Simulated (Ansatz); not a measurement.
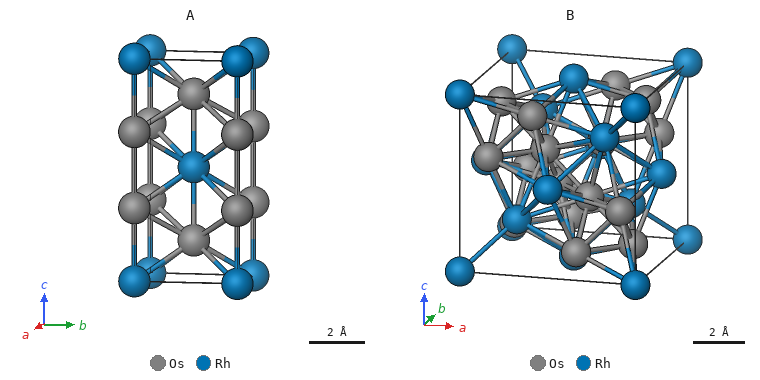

Two structures of Os2Rh, each relaxed to rest (conventional cells in solid outline, small ones repeated, not to one scale). Method: DFT PBE, scalar-relativistic, plane waves, PAW in Ansatz 0.2.0, without spin polarisation.

**Name structures A and B.**

A: 6 atoms a cell on a body-centred orthorhombic lattice, Immm. B: cubic Laves phase (C15, MgCu₂ type), Fd-3m.

**What is the energy order of the two?**

A is lower, by 681 meV/atom at this level of theory (energies at zero smearing). Volumes: A 14.2, B 15.5 Å³/atom.

One or both may be structure types tried for this composition rather than known phases.
